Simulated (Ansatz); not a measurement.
Input file:

```
crystal:
  periodic: [false, false, false]
  atoms:
    - {symbol: F, position_ang: [1.330506, 0.448564, -1.153096]}
    - {symbol: Ga, position_ang: [-2.091422, -2.015143, -0.464806]}
    - {symbol: N, position_ang: [-0.860625, -0.758661, -0.012610]}
    - {symbol: P, position_ang: [0.464896, 0.113341, 0.371758]}
    - {symbol: H, position_ang: [-0.061701, 1.500502, 0.372587]}
basis:
  gaussian: {orbitals: def2-TZVPD}
total_charge: -1
hamiltonian: {xc: pbe0}
output: {forces: true, orbitals: {seedname: orbitals}}
```

Launched as:

```sh
ansatz run input.yaml --threads 2 --pin off --max-ram 4350MiB --events-out events.jsonl --progress --plain --runs-dir runs
```

Geometry: BLYP-D3(BJ)/def2-SVPD.

Theory: Ansatz, isolated molecule in a Gaussian basis; Kohn-Sham density functional theory, functional PBE0.

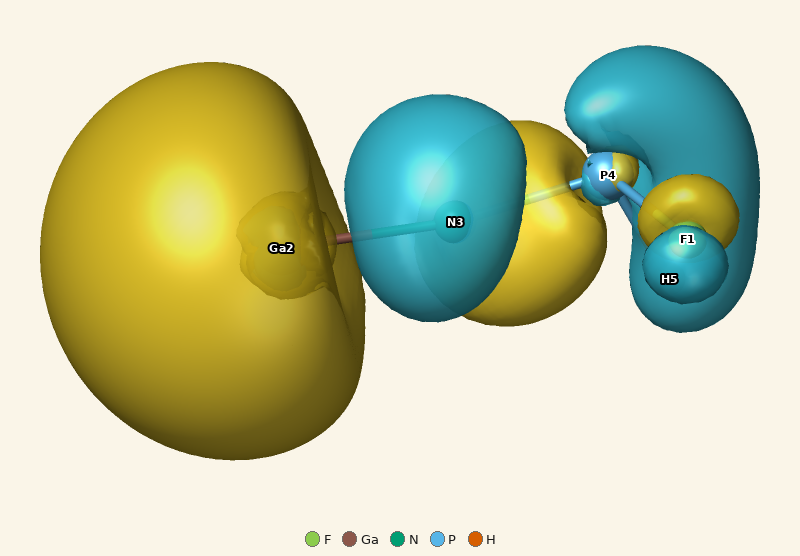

FGaHNP (charge −1). The HOMO−1 at ±0.06 Å⁻³ᐟ² (yellow and cyan are the two phases), seen from one side.

Question: Describe this orbital and give its energy.

Answer: It lies mainly on Ga2 (about 65 %), N3 (about 25 %) and P4 (about 10 %). Its energy is −2.04 eV.
